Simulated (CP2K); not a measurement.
# One shape, several levels: BCl2F (SMILES FB(Cl)Cl)

Aim: a comparison of 3 runs (PM3, GFN0-xTB, GFN2-xTB) of BCl2F. 

Program for the calculation: CP2K 2026.2.

4 further runs of the same task are left out: 1 that didn't finish, 3 set aside as unsound or not needed.

**1. The structure to begin with**

The species is BCl2F (4 atoms), meant as a singlet with charge 0. SMILES: `FB(Cl)Cl`. The coordinates come from a GFN2-xTB relaxation.

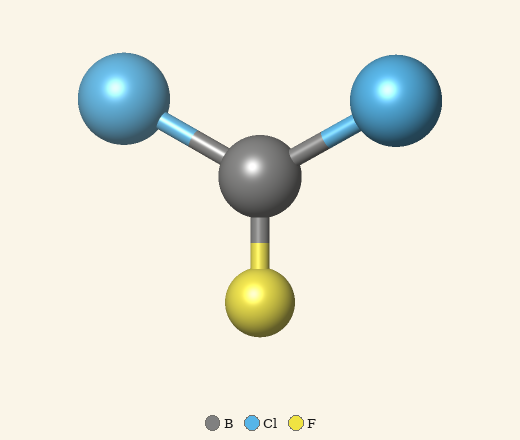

The structure, seen from a chosen angle (boron grey, chlorine blue, fluorine yellow).

**2. Energy and forces at PM3 (run 1)**

calc.inp reads:

```
&GLOBAL
  PROJECT calc
  RUN_TYPE ENERGY_FORCE
  PRINT_LEVEL MEDIUM
&END GLOBAL

&FORCE_EVAL
  METHOD QUICKSTEP
  &DFT
    CHARGE 0
    MULTIPLICITY 1
    &QS
      METHOD PM3
      EPS_DEFAULT 1.0E-10
      &SE
        &COULOMB
          CUTOFF [angstrom] 50
          RC_RANGE [angstrom] 0
        &END COULOMB
        &EXCHANGE
          CUTOFF [angstrom] 50
          RC_RANGE [angstrom] 0
        &END EXCHANGE
      &END SE
    &END QS
    &POISSON
      PERIODIC NONE
      POISSON_SOLVER ANALYTIC
    &END POISSON
    &SCF
      SCF_GUESS ATOMIC
      EPS_SCF 1.0E-07
      MAX_SCF 80
      ADDED_MOS 8
      &DIAGONALIZATION
        ALGORITHM STANDARD
      &END DIAGONALIZATION
      &MIXING
        METHOD DIRECT_P_MIXING
        ALPHA 0.4
      &END MIXING
    &END SCF
    &PRINT
      &MOMENTS
        PERIODIC F
        REFERENCE COM
        MAX_MOMENT 1
      &END MOMENTS
      &MO ON
        ENERGIES T
        OCCUPATION_NUMBERS T
        NDIGITS 6
        &EACH
          QS_SCF 0
        &END EACH
        ADD_LAST NUMERIC
      &END MO
      &HIRSHFELD OFF
      &END HIRSHFELD
    &END PRINT
  &END DFT
  &SUBSYS
    &CELL
      ABC [angstrom] 10.6 10.6 8
      PERIODIC NONE
    &END CELL
    &COORD
      B     -0.037880    -0.063210    -0.000480
      Cl     1.671570    -0.146640     0.013750
      Cl    -0.914230     1.407130    -0.016990
      F     -0.719460    -1.197280     0.003720
    &END COORD
    &TOPOLOGY
      &CENTER_COORDINATES
      &END CENTER_COORDINATES
    &END TOPOLOGY
  &END SUBSYS
  &PRINT
    &FORCES ON
    &END FORCES
  &END PRINT
&END FORCE_EVAL
```

Command:

```
$ OMP_NUM_THREADS=1 cp2k.psmp -i calc.inp -o calc.out
```

What it wrote:

```text
CP2K| version string:                                       CP2K version 2026.2
[...]
 GLOBAL| Method name                                                        CP2K
[...]
 GLOBAL| Run type                                                   ENERGY_FORCE
[...]
 *** WARNING in qs_environment.F:2210 :: More added MOs requested than     ***
 *** available. The full set of unoccupied MOs will be used. Use           ***
 *** 'ADDED_MOS -1' to always use all available MOs and to get rid of this ***
[...]
                             - Atoms:                                          4
[...]
                             - Spherical basis functions:                     16
[...]
 Number of electrons:                                                         24
[...]
     1 P_Mix/Diag. 0.40E+00    0.0     0.62334482       -38.9374892776 -3.89E+01
[...]
    19 DIIS/Diag.  0.61E-07    0.0     0.00000006       -41.7513298164 -4.26E-14
  *** SCF run converged in    19 steps ***
  Core-core repulsion energy [eV]:                           1170.00000739147731
  Core Hamiltonian energy [eV]:                             -1822.99137084163317
  Two-electron integral energy [eV]:                         -966.24019741363111
  Electronic energy [eV]:                                   -2306.11146954844889
  Total energy [eV]:                                        -1136.11146215697158
  Atomic reference energy [eV]:                              1129.23480490783481
  Heat of formation [kcal/mol]:                              -158.57949598151632
[...]
 SE_DIPOLE| Moment [Debye]          0.25025314       0.41877252       0.00319255
 SE_DIPOLE| Derivative [a.u.]       0.00000000       0.00000000       0.00000000
 ENERGY| Total FORCE_EVAL ( QS ) energy [hartree]            -41.751329816445129
[...]
```

Run time: 0.26 s. Hardware: 1 thread of Arm Neoverse V1, shared host.

**3. Energy and forces at GFN0-xTB (run 2)**

molecule.xyz reads:

```xyz
4

B     -0.037880    -0.063210    -0.000480
Cl     1.671570    -0.146640     0.013750
Cl    -0.914230     1.407130    -0.016990
F     -0.719460    -1.197280     0.003720
```

run.inp reads:

```
&GLOBAL
 PROJECT_NAME run
 RUN_TYPE ENERGY_FORCE
 PRINT_LEVEL MEDIUM
&END GLOBAL

&FORCE_EVAL
 METHOD Quickstep
 &DFT
  CHARGE 0
  MULTIPLICITY 1
  &QS
   METHOD XTB
   EPS_DEFAULT 1.0E-10
   &XTB
    GFN_TYPE 0
    CHECK_ATOMIC_CHARGES F
   &END XTB
  &END QS
  &POISSON
   PERIODIC NONE
   POISSON_SOLVER ANALYTIC
  &END POISSON
  &SCF
   SCF_GUESS ATOMIC
   EPS_SCF 1.0E-07
   MAX_SCF 150
   ADDED_MOS 4
   &DIAGONALIZATION
    ALGORITHM STANDARD
   &END DIAGONALIZATION
   &MIXING
    METHOD DIRECT_P_MIXING
    ALPHA 0.4
   &END MIXING
   &SMEAR ON
    METHOD FERMI_DIRAC
    ELECTRONIC_TEMPERATURE [K] 300
   &END SMEAR
  &END SCF
  &PRINT
   &MOMENTS
    PERIODIC F
    REFERENCE COM
    MAX_MOMENT 1
   &END MOMENTS
   &MO ON
    ENERGIES T
    OCCUPATION_NUMBERS T
    NDIGITS 6
    &EACH
     QS_SCF 0
    &END EACH
    ADD_LAST NUMERIC
   &END MO
   &HIRSHFELD OFF
   &END HIRSHFELD
  &END PRINT
 &END DFT
 &SUBSYS
  &CELL
   ABC [angstrom] 14.6 14.6 12
   PERIODIC NONE
  &END CELL
  &TOPOLOGY
   COORD_FILE_NAME molecule.xyz
   COORD_FILE_FORMAT XYZ
   &CENTER_COORDINATES
   &END CENTER_COORDINATES
  &END TOPOLOGY
 &END SUBSYS
 &PRINT
  &FORCES ON
  &END FORCES
 &END PRINT
&END FORCE_EVAL
```

Command:

```
$ OMP_NUM_THREADS=1 cp2k.psmp -i run.inp -o run.out
```

What it wrote:

```text
CP2K| version string:                                       CP2K version 2026.2
[...]
 GLOBAL| Method name                                                        CP2K
[...]
 GLOBAL| Run type                                                   ENERGY_FORCE
[...]
                             - Atoms:                                          4
[...]
                             - Spherical basis functions:                     26
[...]
 Number of electrons:                                                         24
[...]
  Fermi energy:                                                -0.25512889659900
[...]
 TB_DIPOLE| Moment [Debye]         -0.35952161      -0.60253297      -0.00317019
 TB_DIPOLE| Derivative [a.u.]       0.00000000       0.00000000       0.00000000
[...]
 ENERGY| Total FORCE_EVAL ( QS ) energy [hartree]            -13.878060133059314
 FORCES| Atomic forces [hartree/bohr]
 FORCES|   Atom     x               y               z               |f|
 FORCES|      1  1.45375458E-02  2.42786277E-02 -5.17543659E-06   2.82982689E-02
 FORCES|      2  6.40788930E-03 -9.68798341E-04  2.84643634E-05   6.48077355E-03
 FORCES|      3 -3.83637171E-03  5.15431870E-03 -9.30996714E-05   6.42599539E-03
 FORCES|      4 -1.71090634E-02 -2.84641480E-02  6.98107446E-05   3.32104298E-02
 FORCES| Sum    -4.85722573E-17  7.97972799E-17 -5.01443505E-19
 FORCES| Total atomic force                                       9.34190639E-17
[...]
```

Run time: 0.26 s. Hardware: 1 thread of Arm Neoverse V1, shared host.

**4. The energy at GFN2-xTB (run 3)**

job.inp reads:

```
&GLOBAL
    PROJECT job
    RUN_TYPE ENERGY
    PRINT_LEVEL MEDIUM
&END

&FORCE_EVAL
    METHOD QS
    &DFT
        CHARGE 0
        MULTIPLICITY 1
        &QS
            METHOD XTB
            EPS_DEFAULT 1.0E-10
            &XTB
                GFN_TYPE TBLITE
                &TBLITE
                    METHOD GFN2
                &END
                CHECK_ATOMIC_CHARGES F
            &END
        &END
        &POISSON
            PERIODIC NONE
            POISSON_SOLVER ANALYTIC
        &END
        &SCF
            SCF_GUESS ATOMIC
            EPS_SCF 1.0E-07
            MAX_SCF 150
            ADDED_MOS 2
            &DIAGONALIZATION
                ALGORITHM STANDARD
            &END
            &MIXING
                METHOD DIRECT_P_MIXING
                ALPHA 0.4
            &END
            &SMEAR ON
                METHOD FERMI_DIRAC
                ELECTRONIC_TEMPERATURE [K] 300
            &END
        &END
        &PRINT
            &MOMENTS
                PERIODIC F
                REFERENCE COM
                MAX_MOMENT 1
            &END
            &MO ON
                ENERGIES T
                OCCUPATION_NUMBERS T
                NDIGITS 6
                &EACH
                    QS_SCF 0
                &END
                ADD_LAST NUMERIC
            &END
            &HIRSHFELD OFF
            &END
        &END
    &END
    &SUBSYS
        &CELL
            ABC [angstrom] 12.6 12.6 10
            PERIODIC NONE
        &END
        &COORD
            SCALED T
            B    0.46694048   0.48665595   0.50011400
            Cl   0.60261111   0.48003452   0.50153700
            Cl   0.39738889   0.60334960   0.49846300
            F    0.41284683   0.39665040   0.50053400
        &END
    &END
&END
```

Command:

```
$ OMP_NUM_THREADS=1 cp2k.psmp job.inp > job.out
```

What it wrote:

```text
CP2K| version string:                                       CP2K version 2026.2
[...]
 GLOBAL| Method name                                                        CP2K
[...]
 GLOBAL| Run type                                                         ENERGY
[...]
                             - Atoms:                                          4
[...]
                             - Spherical basis functions:                     26
[...]
 Number of electrons:                                                         24
[...]
  *** SCF run converged in    20 steps ***
[...]
  Fermi energy:                                                -0.31279791557233
[...]
 TB_DIPOLE| Moment [Debye]          0.12750151       0.20976853      -0.00289372
 TB_DIPOLE| Derivative [a.u.]       0.00000000       0.00000000       0.00000000
[...]
 ENERGY| Total FORCE_EVAL ( QS ) energy [hartree]            -15.166772129763016
[...]
```

It took 0.28 s on 1 thread of Arm Neoverse V1, shared host.

**5. The series**

```tsv
run	level	iteration cap	cell	energy (Eh)	dipole moment (D)	HOMO energy (eV)	LUMO energy (eV)	wall time
1	PM3	80	(10.6, 10.6, 8)	-41.751330	0.49	-11.61	-1.72	0.26 s
2	GFN0-xTB	150	(14.6, 14.6, 12)	-13.878060	0.70	-11.87	-6.05	0.26 s
3	GFN2-xTB	150	(12.6, 12.6, 10)	-15.166772	0.25	-12.55	-7.62	0.28 s
```

**6. What came out**

| quantity | value |
| --- | --- |
| run 3: total energy | -15.16677 Eh |
| run 3: dipole moment (from atomic charges alone) | 0.25 D |
| run 3: HOMO energy | -12.55 eV |
| run 3: LUMO energy | -7.62 eV |
| run 3: HOMO–LUMO gap | 4.94 eV |

**Reading.** The dipole moment (its size) runs from 0.25 D (GFN2-xTB) to 0.70 D (GFN0-xTB). The two dipoles point in opposite directions. Some of these are taken from atomic charges alone. The HOMO–LUMO gap runs from 4.94 eV (GFN2-xTB) to 9.89 eV (PM3). Force-field and semi-empirical energies have zeros of their own, so their totals don't compare. All runs together took 0.8 s, the longest 0.28 s.
